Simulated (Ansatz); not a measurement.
Starting cell, LiNbO3 (LiNbO3 type, space group R3c):

```yaml
crystal:
  lattice:
    - [2.59491, 1.49817, 4.67185]
    - [-2.59491, 1.49817, 4.67185]
    - [0.00000, -2.99635, 4.67185]
  atoms:
    - { symbol: Li, position: [0.70263, 0.70263, 0.70263] }
    - { symbol: Li, position: [0.20263, 0.20263, 0.20263] }
    - { symbol: Nb, position: [0.98385, 0.98385, 0.98385] }
    - { symbol: Nb, position: [0.48385, 0.48385, 0.48385] }
    - { symbol: O, position: [0.62628, 0.87373, 0.26322] }
    - { symbol: O, position: [0.87373, 0.26322, 0.62628] }
    - { symbol: O, position: [0.26322, 0.62628, 0.87373] }
    - { symbol: O, position: [0.76322, 0.37373, 0.12628] }
    - { symbol: O, position: [0.37373, 0.12628, 0.76322] }
    - { symbol: O, position: [0.12628, 0.76322, 0.37373] }
```

A phonon eigenvector at Γ is frozen into this cell: atom i moves by Q times the vector below, so Q is the largest atomic displacement, in Å. The cell is held. It is one choice among 2 degenerate patterns.

```
atom       x       y       z
----  ------  ------  ------
Li1   -0.582  -0.813   0.000
Li2    0.582  -0.813   0.000
Nb3    0.093   0.010   0.000
Nb4   -0.093   0.010   0.000
O5    -0.142  -0.039   0.192
O6     0.126   0.080   0.057
O7    -0.111   0.253  -0.249
O8    -0.126   0.080   0.057
O9     0.142  -0.039   0.192
O10    0.111   0.253  -0.249
```

The numbers are results of PBE (plane waves to 420 eV, PAW, scalar-relativistic; Ansatz, an electronic-structure program), not measurements. k mesh 8×8×8 (Γ-centred), Fermi-Dirac smearing 0.05 eV. The energy includes the smearing's −TS. LiNbO3 is run without spin polarisation. LiNbO3 was relaxed with its symmetry unable to fall. ΔE is measured from the undisplaced structure.

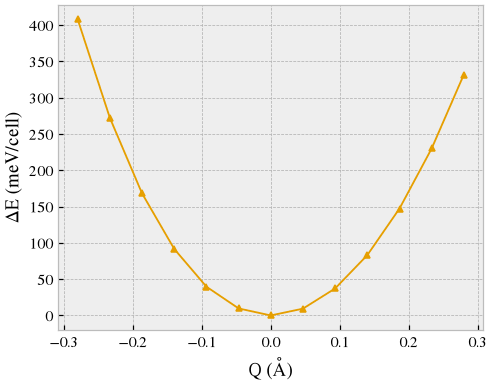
Figure: ΔE (meV/cell) against Q (Å); one marker a computed point.

### Question
Is the energy the same for displacements of ±0.280 Å, and if not, which side lies higher?

### Answer
Not even: the negative side lies higher at ±0.280 Å.

### Question
What is the energy change at Q = 0.280 Å?

### Answer
About 330 meV/cell.

### Question
What harmonic wavenumber does the curvature at Q = 0 give?

### Answer
About 320 cm⁻¹.

(A displaced cell: forces are minus the slopes of the energy, force constants its curvatures, and phonons follow from these.)
